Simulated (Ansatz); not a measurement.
System: B2ClN (SMILES [B]/N=B/Cl).

Input

```
crystal:
  periodic: [false, false, false]
  atoms:
    - {symbol: B, position_ang: [0.000000, 0.000000, -2.072783]}
    - {symbol: B, position_ang: [0.000000, 0.000000, 0.557381]}
    - {symbol: Cl, position_ang: [0.000000, 0.000000, 2.223720]}
    - {symbol: "N", position_ang: [0.000000, 0.000000, -0.708317]}
basis:
  gaussian:
    orbitals: def2-TZVPD
hamiltonian:
  xc: pbe0
output:
  forces: true
  orbitals: {seedname: orbitals}
```

Launched as:

```sh
ansatz run input.yaml --threads 2 --pin off --max-ram 4350MiB --events-out events.jsonl --progress --plain --runs-dir runs
```

Geometry: PBE0-D4/def2-TZVP.

Theory: isolated molecule in a Gaussian basis; Kohn-Sham density functional theory, functional PBE0 (Ansatz 0.2.0).

Predict the electron density and electron localisation function between the atoms.

B–N (1.27 Å): ρ is about 2.5 e/Å³ halfway; the ELF peaks at about 0.90 between the atoms; a polar covalent bond.
B–Cl (1.67 Å): ρ at the midpoint is about 1.6 e/Å³; the ELF peaks at about 0.90 between the atoms; a polar covalent bond.
B–N (1.36 Å): ρ at the midpoint is about 2.1 e/Å³; the ELF peaks at about 0.95 between the atoms; a short, strongly polar bond.

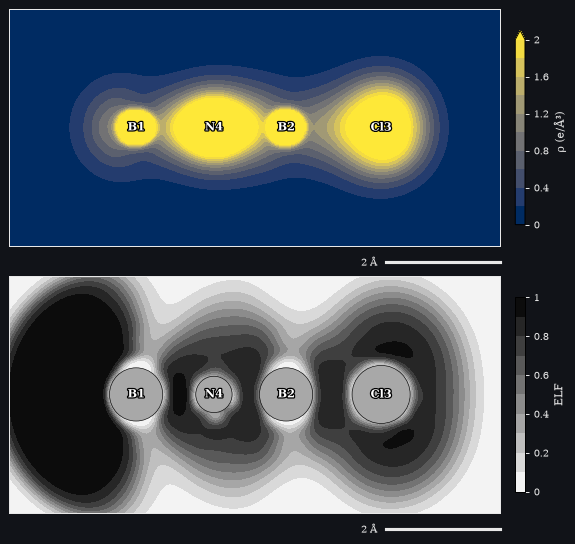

Computed electron density and electron localisation function on a plane that holds the molecular axis, in this order. Grey discs cover the atomic cores in the ELF map. 
